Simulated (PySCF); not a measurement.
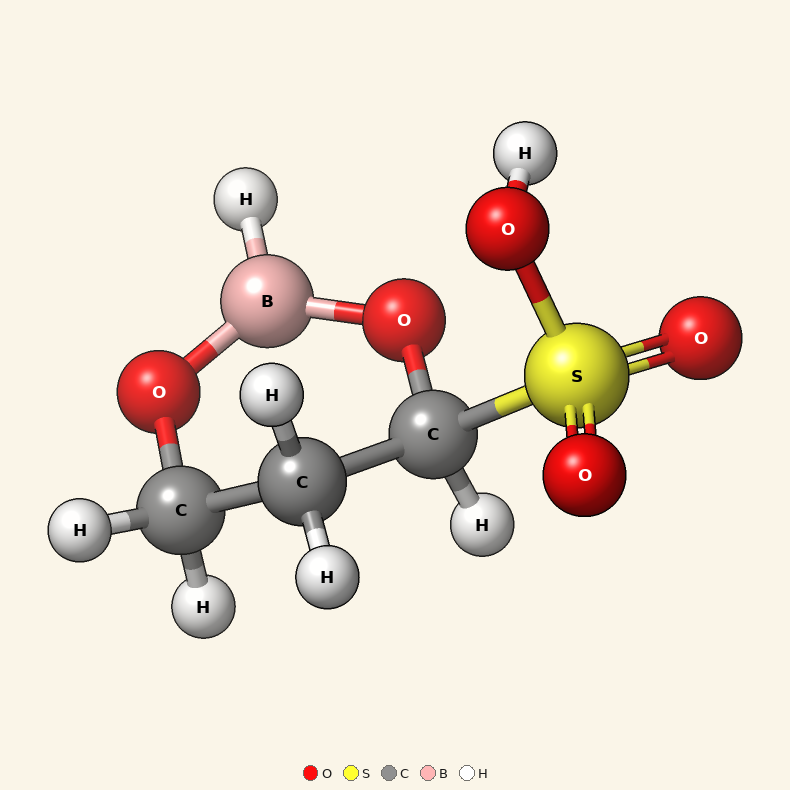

Rendered structure (ball-and-stick style).

Question: Give the formula.

Answer: C₃H₇BO₅S, 17 atoms: 3 carbon, 7 hydrogen, 1 boron, 5 oxygen and 1 sulfur.

Question: What is the point group of this geometry?

Answer: C1.

Question: How many bonds of each kind are drawn?

Answer: 5 C–H, 3 O–S, 2 C–C, 2 C–O, 2 B–O, 1 C–S, 1 O–H, 1 B–H.

Question: Does it have rings?

Answer: Independent rings (smallest set): 1 of 6 members.

More results for the same structure follow; atom numbers are the same in all pictures, views and colours differ. The computed structure is the end point of a PBE0-D3(BJ)/def2-SVP optimisation. No frequency run is at hand to confirm it as a minimum.

## Excitation

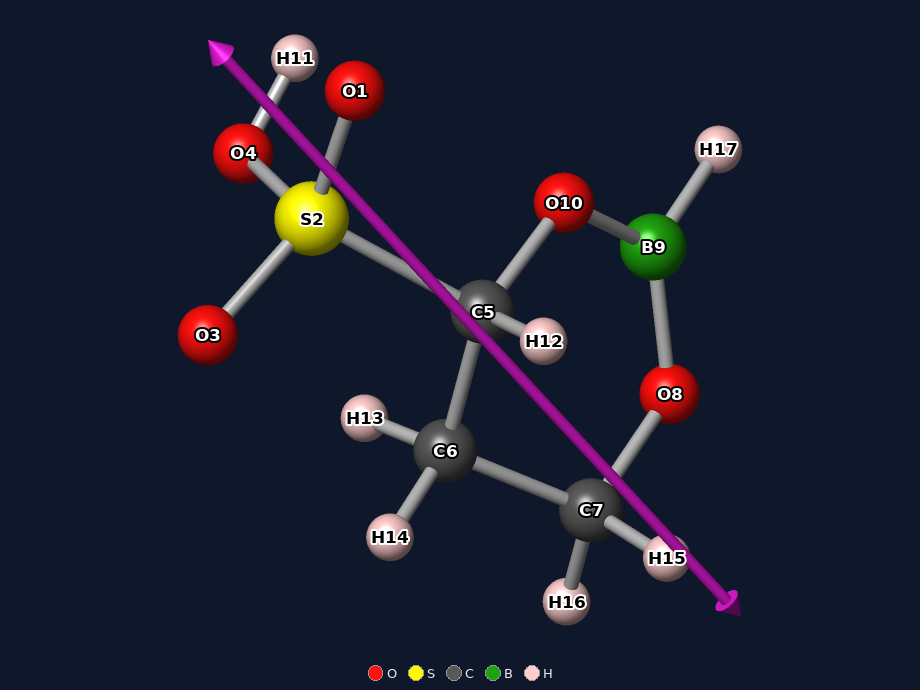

The double arrow shows the direction of the transition dipole to excited singlet state 2 (its length means nothing). No frequency run is at hand to confirm it as a minimum. Level of theory: TDDFT CAM-B3LYP/def2-SVPD, vertical, gas phase, core orbitals frozen in the response (PySCF 2.14.0).

Question: How is the transition polarised?

Answer: Close to the long direction O1···O8.

Question: Where does the transition lie, and how strong is it?

Answer: 8.04 eV (154 nm), oscillator strength 0.052, mainly HOMO → LUMO+1 (weight 0.61); transition dipole 1.31 D.

## Charges

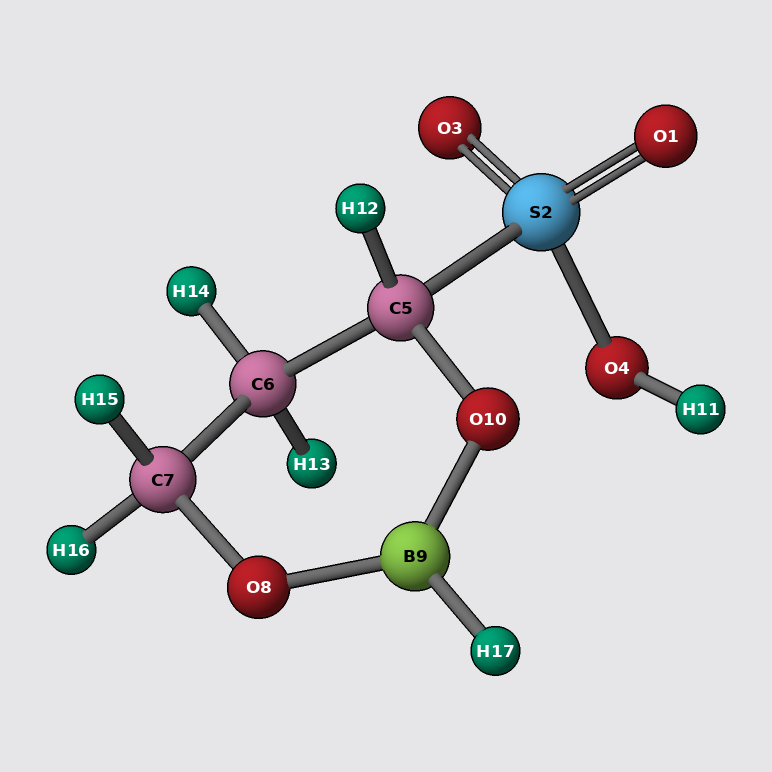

The questions are on IAO charges. No frequency run is at hand to confirm it as a minimum. Level of theory: PBE0/pcSseg-1, gas phase (PySCF 2.14.0).

List the IAO charges.

| atom | value (e) |
| --- | --- |
| O1 | −0.85 |
| S2 | 2.12 |
| O3 | −0.85 |
| O4 | −0.72 |
| C5 | −0.11 |
| C6 | −0.30 |
| C7 | −0.05 |
| O8 | −0.39 |
| B9 | 0.36 |
| O10 | −0.41 |
| H11 | 0.39 |
| H12 | 0.16 |
| H13 | 0.16 |
| H14 | 0.17 |
| H15 | 0.14 |
| H16 | 0.16 |
| H17 | 0.01 |

## Polarisability

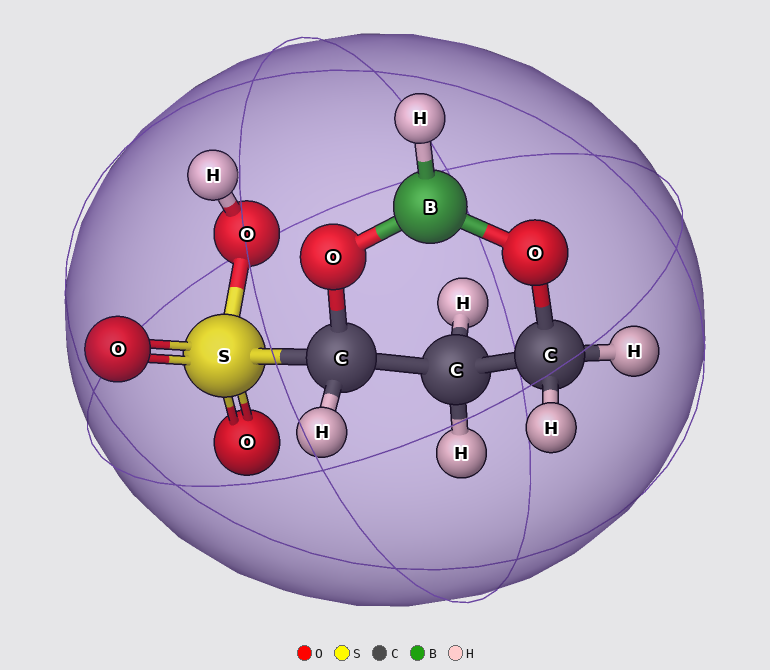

The ellipsoid shows the static dipole polarisability: its half-axes are proportional to the principal values. No frequency run is at hand to confirm it as a minimum. Method: CAM-B3LYP/def2-SVPD (PySCF 2.14.0).

Question: How large and how anisotropic is the polarisability?

Answer: Principal values 69.8, 85.1, 92.3 bohr³; mean 82.4 bohr³ (12.21 Å³); anisotropy 19.9 bohr³, so the longest axis is 1.32 times the shortest.

## Ring current

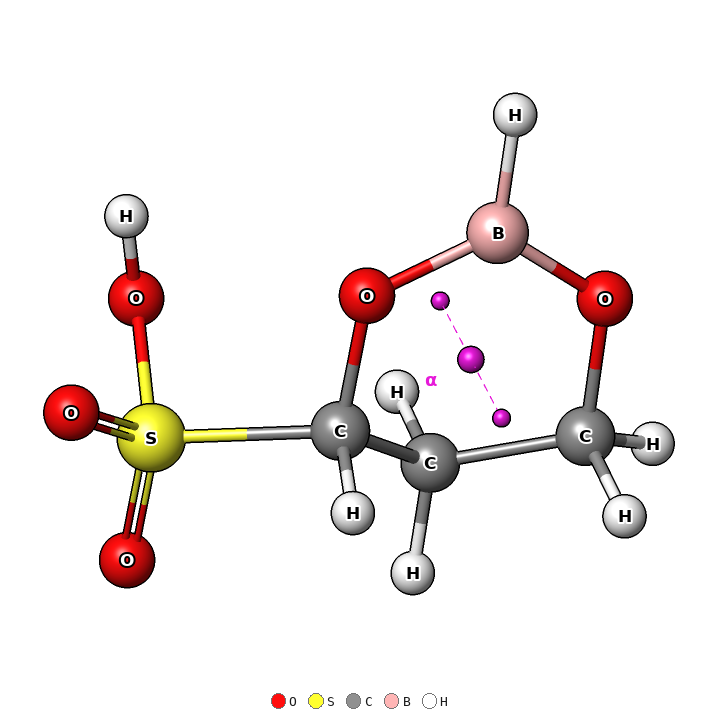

The small points mark where nucleus-independent chemical shifts (NICS) were computed: at the centre of each lettered ring and 1 Å above and below it. No frequency run is at hand to confirm it as a minimum. Method: GIAO PBE/pcSseg-1 NMR shielding, non-relativistic, gas phase (PySCF 2.14.0).

Give NICS(0), NICS(1) and the out-of-plane component NICS(1)zz for each ring (means of the two sides).

```tsv
ring	members	NICS(0)	NICS(1)	NICS(1)zz
α	C3BO2	−2.0	−1.8	1.0
```

Values in ppm.

Question: What do the values say about the ring currents?

Answer: Ring α: weak, as in a non-aromatic ring. NICS is one index among several.
